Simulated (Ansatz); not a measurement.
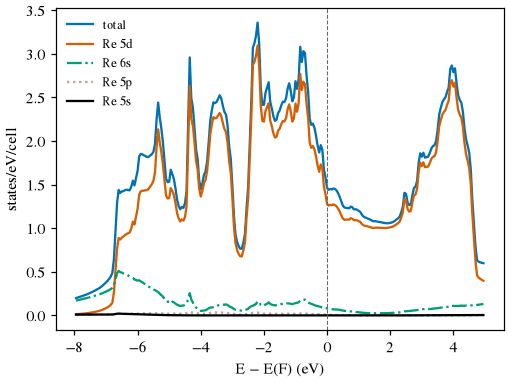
Figure. Total and projected density of states of Re (hcp (Mg type), P6_3/mmc), LDA in the plane-wave PAW code Ansatz

Question: Which orbitals carry the states next to the Fermi level?

Answer: Within 0.5 eV of the Fermi level: Re 5d 88 %, Re 6s 5 %, outside the projected shells 6 %. Projections are on Löwdin-orthogonalised atomic valence shells; empty p or d shells of many metals are not among them.

Question: Where is the tallest occupied peak in this window, and what makes it?

Answer: Near -2.2 eV, about 3.4 states/eV per cell; the largest projected share is Re 5d.

The cell was relaxed with LDA under the symmetry of its start. The run is not spin-polarised. Spin–orbit coupling is left out wherever it is not named.

Potentials: the earlier of the program's two PAW sets. The files were generated under PBE; for other functionals the program regenerates the frozen cores, and for LDA and PBEsol the local potential too.
